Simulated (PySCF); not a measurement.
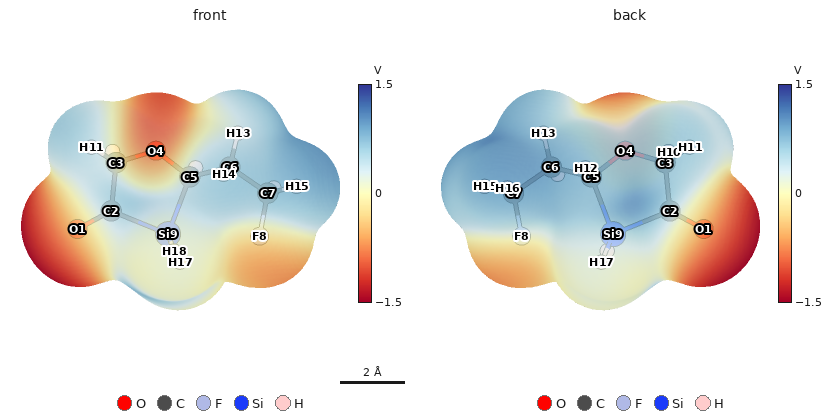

*C₅H₉FO₂Si. The molecular electrostatic potential painted on the density surface at 0.001 e/bohr³, seen from the front and from behind; the colour scale runs from red (negative) to blue (positive).*

Geometry: GFN2-xTB.

Theory: PBE0/pcSseg-1, SCF density, gas phase, non-relativistic in PySCF.

The calculation's input:

```
{"job": {"kind": "nmr", "xc": "PBE0", "basis": "pcSseg-1"}, "charge": 0, "multiplicity": 1}
O     -3.550580     0.270218     0.785016
C     -2.424903     0.231624     0.358147
C     -2.078558     0.315742    -1.120666
O     -0.713756     0.580842    -1.299697
C      0.100951    -0.201946    -0.419645
C      1.523481     0.337277    -0.507375
C      2.465588    -0.449212     0.384426
F      2.076579    -0.343185     1.703338
Si    -0.753942    -0.015518     1.291745
H     -2.356745    -0.652989    -1.571447
H     -2.637461     1.105843    -1.625721
H      0.095919    -1.247259    -0.776087
H      1.883671     0.279081    -1.535961
H      1.522296     1.385915    -0.207708
H      3.487794    -0.064079     0.329716
H      2.452460    -1.517268     0.145558
H     -0.738955    -1.228260     2.096981
H     -0.362598     1.219489     1.957723
```

Launched as:

```sh
OMP_NUM_THREADS=1 python probes_run.py task.json out
```

> Describe the electrostatic potential map.

The most negative region (about −1.5 V) lies over O1, the most positive (about +1.0 V) over C7, Si9 and H16. O1 is the likeliest acceptor of a hydrogen bond.
